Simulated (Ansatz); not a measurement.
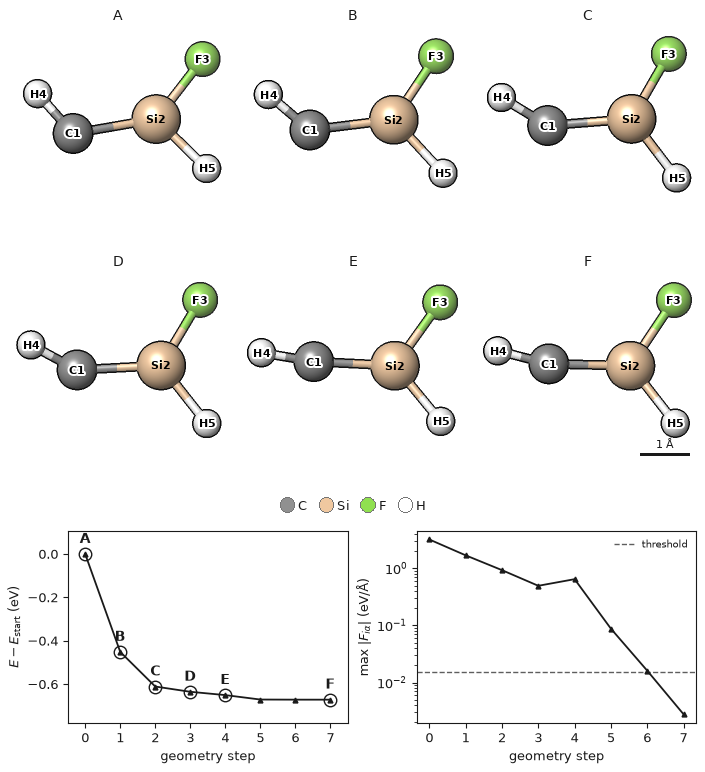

Frames of a relaxation of CH2FSi (multiplicity 2), marked on the history of the run. Style: ball-and-stick. Shown at a tilt.

The run prepares an end point of a later path (torsion) calculation, from a guessed geometry.

These are results of Ansatz 0.2.0, UKS LDA/6-31G, not measurements. (collinear spin; force threshold 0.015 eV/Å; at most 40 steps)

### What happens along the run?

Over 7 geometry steps the energy falls by 0.671 eV. The largest force component goes from 3.2 to 0.0028 eV/Å. The largest move after the best rigid fit is that of C1, 0.35 Å. By element the largest moves are C 0.35 Å, H 0.32 Å, F 0.11 Å, Si 0.09 Å. Some distances before and after: C1–Si2 1.760 → 1.689 Å, Si2–F3 1.631 → 1.694 Å, Si2–H5 1.444 → 1.496 Å, C1–H4 1.091 → 1.085 Å. Among the angles between lasting bonds that change: Si2–C1–H4 120.3° → 166.6°, C1–Si2–F3 138.6° → 123.6°, F3–Si2–H5 97.5° → 109.4°. The run took 20 s on 1 thread of Intel(R) Xeon(R) Processor @ 2.50GHz (Skylake/Cascade Lake) (shared host), peak memory 0.13 GiB. From step 0 to 1: C1 moves most (0.11 Å), energy −0.451 eV. From step 1 to 2: C1 moves most (0.14 Å), energy −0.160 eV. From step 2 to 3: Si2 moves most (0.06 Å), energy −0.024 eV. From step 3 to 4: C1 moves most (0.20 Å), energy −0.015 eV. From step 4 to 7: C and F atoms move most (0.05 Å), energy −0.021 eV.

Limits of the set-up: the basis has no polarisation functions, which atoms past neon need.
